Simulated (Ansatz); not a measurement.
**B2PLYP/STO-3G run of AsF3 (SMILES F[As](F)F)**

What is the energy change on altering one bond length of AsF3 at B2PLYP/STO-3G? 

Program for the calculation: Ansatz 0.2.0.

37 further runs of the same task are left out: 10 that didn't finish, 27 set aside as unsound or not needed.

### Step 1. The structure to begin with

AsF3 has 4 atoms, charge 0, and is taken as a singlet. As SMILES, `F[As](F)F`. The shape is that of a PBE0-D4/def2-TZVP optimisation.

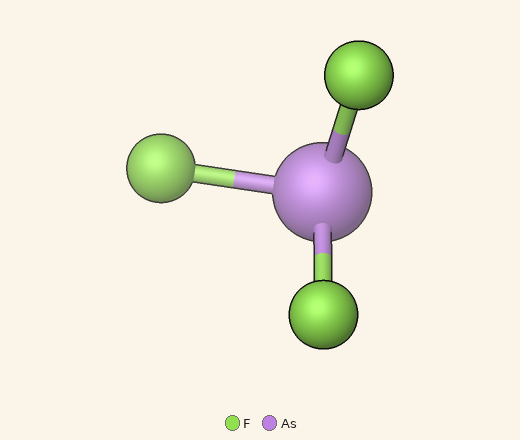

Viewed from a chosen angle; fluorine green, arsenic purple.

### Step 2. A single-point energy at B2PLYP/STO-3G

The input, molecule.yaml:

```yaml
basis:
  gaussian: {orbitals: STO-3G}
crystal:
  periodic: [false, false, false]
  atoms:
    - {symbol: F, position_ang: [-0.445870, 0.395590, 1.362650]}
    - {symbol: As, position_ang: [-0.461950, -0.457240, -0.125630]}
    - {symbol: F, position_ang: [1.203970, -0.865930, -0.112740]}
    - {symbol: F, position_ang: [-0.296160, 0.927580, -1.124280]}
correlation: {frozen_orbitals: {As: 9, F: 1}}
hamiltonian: {xc: {name: B2PLYP}}
accuracy: high
```

The run is started by

```sh
$ ansatz run molecule.yaml --threads 1 --pin off --max-ram 3480MiB --events-out events.jsonl --progress --plain --runs-dir runs
```

Standard output:

```text
Warning: RAYON_NUM_THREADS=1 ignored (pool sized by the plan → 1); use --threads N
Functional definition: B2PLYP
  name "B2PLYP"
  parameter a = 0.53
  parameter c = 0.27
  exchange = (1 - a)*b88_x + a*exact_x
  correlation = (1 - c)*lyp_c + c*(mp2_os + mp2_ss)
564 factors; integrals over basis functions are off by at most 1.6e-8 eV
mean field evaluation 1: about -68163.8460 eV, gradient 2.4e1 eV
mean field evaluation 2: about -68163.9022 eV, gradient 2.4e1 eV
mean field evaluation 4: about -68166.6951 eV, gradient 6.6e-1 eV
mean field evaluation 8: about -68166.6974 eV, gradient 2.0e-3 eV
mean field evaluation 16: about -68166.6974 eV, gradient 4.0e-8 eV
mean field -68166.69743032 eV, -2505.0799255171 hartree, gradient 5.5e-8 eV, S^2 0.000000; 0 other end points of the search recorded, 0 dependent functions left out
12 core orbitals not correlated: weight in the atoms' cores, before any rotation towards them, 1.000 or more for the frozen orbitals, at most 0.000 for the correlated occupied ones
reference -68166.69744293 eV, -2505.0799259807 hartree; 18, 18 occupied and 3, 3 virtual orbitals, 564 factors
second order -3.52970839 eV of doubles, -0.00000000 eV of singles
Total energy: -68167.65046420 eV, -2505.1149488662 hartree
```

It took 2.4 s on 1 thread of Arm Neoverse V2, shared host; peak memory 0.11 GiB.

### Step 3. The distorted shape

The input, molecule.yaml:

```yaml
crystal:
  periodic: [false, false, false]
  atoms:
    - {symbol: F, position_ang: [-0.487316, 0.049401, 1.612301]}
    - {symbol: As, position_ang: [-0.503396, -0.803429, 0.124021]}
    - {symbol: F, position_ang: [1.162524, -1.212119, 0.136911]}
    - {symbol: F, position_ang: [-0.296160, 0.927580, -1.124280]}
basis:
  gaussian:
    orbitals: STO-3G
hamiltonian:
  xc: {name: B2PLYP}
correlation:
  frozen_orbitals: {As: 9, F: 1}
accuracy: high
```

The run is started by

```sh
$ ansatz run molecule.yaml --threads 1 --pin off --max-ram 3480MiB --events-out events.jsonl --progress --plain --runs-dir runs
```

Standard output, cut to the lines that bear on the results:

```text
Warning: RAYON_NUM_THREADS=1 ignored (pool sized by the plan → 1); use --threads N
[... 2 set-up lines as earlier in the session ...]
[...]
542 factors; integrals over basis functions are off by at most 3.3e-8 eV
[...]
mean field -68165.17273170 eV, -2505.0238938763 hartree, gradient 4.8e-8 eV, S^2 0.000000; 0 other end points of the search recorded, 0 dependent functions left out; unrestricted orbitals would lower it
12 core orbitals not correlated: weight in the atoms' cores, before any rotation towards them, 1.000 or more for the frozen orbitals, at most 0.000 for the correlated occupied ones
reference -68165.17274459 eV, -2505.0238943503 hartree; 18, 18 occupied and 3, 3 virtual orbitals, 542 factors
second order -4.41906369 eV of doubles, -0.00000000 eV of singles
Total energy: -68166.36589179 eV, -2505.0677417011 hartree
```

It took 2.4 s on 1 thread of Arm Neoverse V2, shared host; peak memory 0.11 GiB.

### Step 4. What came out

At B2PLYP/STO-3G, 12 core orbitals frozen:

```
                                                          quantity           value
                                         first shape: total energy  -2505.11495 Eh
                                     distorted shape: total energy  -2505.06774 Eh
energy change with the As2–F4 bond stretched from 1.715 to 2.144 Å        1.285 eV
```

What this shows: With the As2–F4 bond stretched from 1.715 to 2.144 Å the energy rises by 1.28 eV (124 kJ/mol). The first shape isn't relaxed at this level, so the change isn't measured from a minimum. The minimal basis adds a large error of its own. The restricted solution (distorted shape) is unstable to spin breaking: an unrestricted one lies lower.
